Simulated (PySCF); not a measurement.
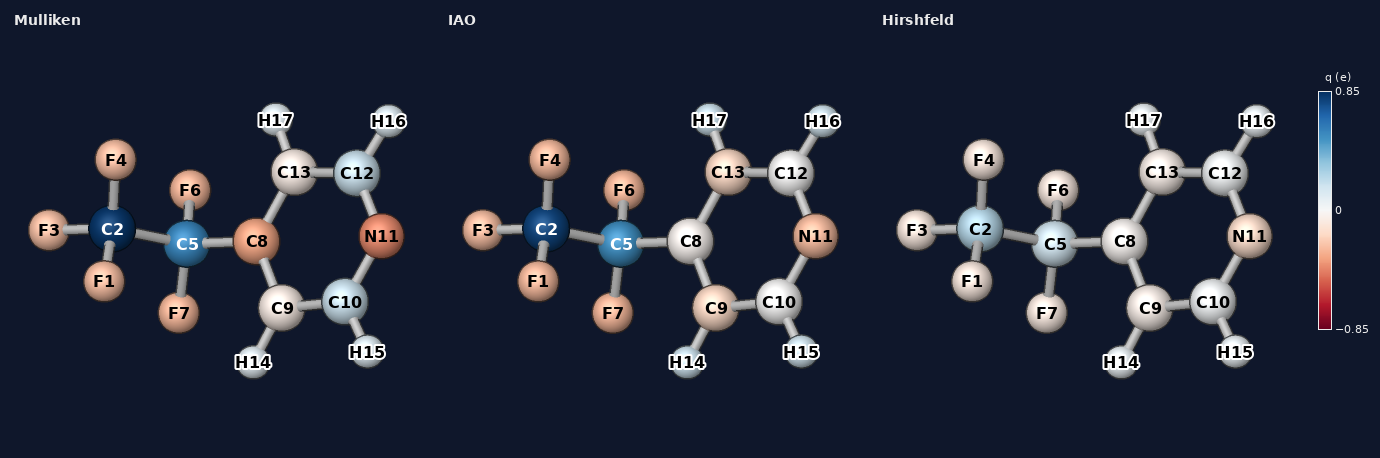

Atomic charges of one calculation by 3 schemes, on one colour scale. The geometry was computed by an optimisation with GFN2-xTB. No frequency run is at hand to confirm it as a minimum. Method: PBE0/pcSseg-1 (PySCF 2.14.0).

Question. On which atom do the schemes disagree most?

Answer. On C2 (from 0.24 to 0.82 e).

List the charges (e), one line for each set of equivalent atoms.

```tsv
atom	Mulliken	IAO	Hirshfeld
F1, F4	−0.26	−0.27	−0.08
C2	0.82	0.79	0.24
F3	−0.25	−0.26	−0.08
C5	0.56	0.53	0.16
F6, F7	−0.27	−0.28	−0.08
C8	−0.33	−0.03	−0.03
C9, C13	−0.06	−0.17	−0.05
C10, C12	0.18	0.00	0.03
N11	−0.40	−0.26	−0.15
H14, H17	0.09	0.18	0.05
H15, H16	0.11	0.16	0.06
```
